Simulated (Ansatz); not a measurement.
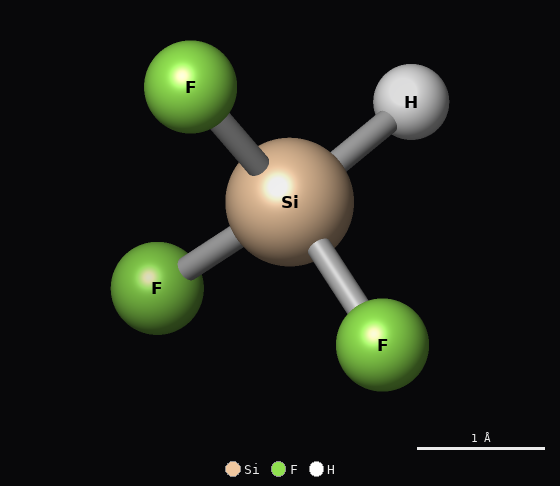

Ball-and-stick drawing of a structure. Every bond is drawn as one stick, whatever its order.

Describe the molecule.

It has 5 atoms: 3 fluorine, 1 hydrogen and 1 silicon (F₃HSi). This geometry has C3v symmetry. Coordination: 1 Si tetrahedral.

The parts below concern this one geometry. Atoms keep their numbers from picture to picture. Computed geometry: PBE0-D4/def2-TZVP optimisation.

Thermal motion

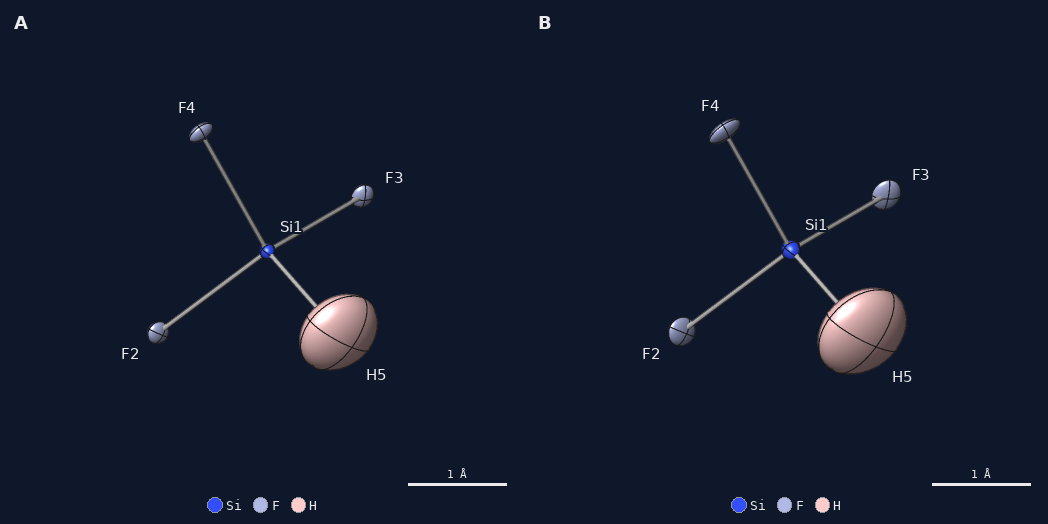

Displacement ellipsoids at the 50 % level, scaled by 2, from the internal vibrations of the free molecule (harmonic, no overall translation or rotation; no half-axis is drawn under 0.075 Å). Vibrations computed with RKS PBE0-D4/def2-TZVP (Ansatz 0.2.0). One panel is for 298 K, the other for 600 K.

**Which panel is for 600 K?**

B.

**How much does the mean-square displacement of F3 grow, and why?**

U_eq goes from 0.0013 to 0.0022 Å², a factor of 1.7. Modes below kT (417 cm⁻¹ at 600 K) grow about in proportion to T, and the lowest lies at 299 cm⁻¹; the mean-square amplitude of a mode is its zero-point value times coth(ħω/2kT), which comes close to 1 only above about 3kT.

Charges

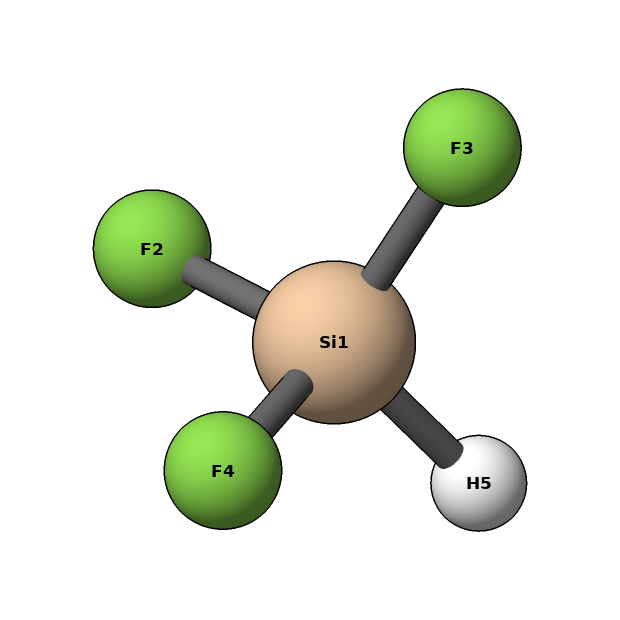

The questions are on Mulliken charges. Method: RKS PBE0-D4/def2-TZVP (Ansatz 0.2.0).

Give the Mulliken charges atom by atom.

```tsv
atom	value (e)
Si1	0.86
F2	−0.28
F3	−0.28
F4	−0.28
H5	−0.02
```

Dipole moment

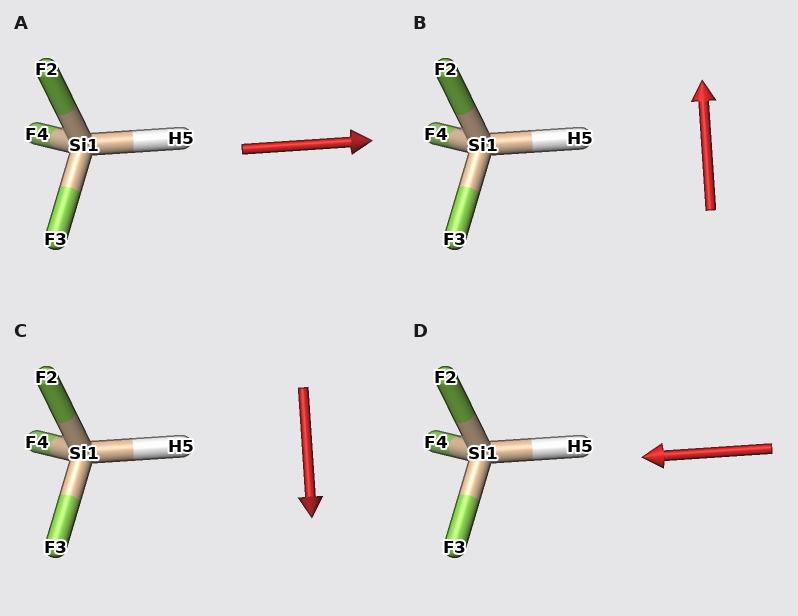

The same molecule four times, each with an arrow. Properties computed with RKS PBE0-D4/def2-TZVP (Ansatz 0.2.0).

**Which arrow points along the dipole moment, from the negative to the positive end?**

A. The dipole moment is 1.32 D; it points from the side of F2, F3, F4 to the side of H5 (the outermost atoms at the two ends).

Mulliken values depend strongly on the basis set and can even reverse the polarity of a bond.
